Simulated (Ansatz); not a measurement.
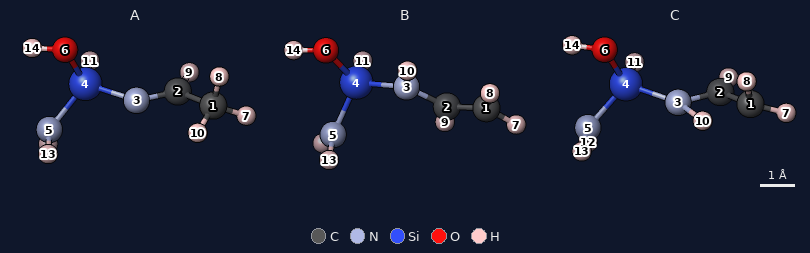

3 geometries from a converged minimum-energy path of C₂H₈N₂OSi, shuffled. The picture is a ball-and-stick view, seen at a tilt.

The calculation used Ansatz 0.2.0, RKS PBE-D4/def2-SVP. Set-up: 7 movable images; climbing image; force threshold 0.03 eV/Å; iteration limit 60; starting path through a guess of the saddle point.

**Which frame is the transition state?**

C. In order along the path, whose images run from 0 to 8: B (image 1, +1.3 kcal/mol), C (image 4, +60.1 kcal/mol), A (image 6, +6.2 kcal/mol). A hydrogen atom shifts from one atom to another. Breaking: N3–H10 (1.02 → 1.34 at the top → 2.59 Å). Forming: C1–H10 (2.64 → 1.52 at the top → 1.11 Å).
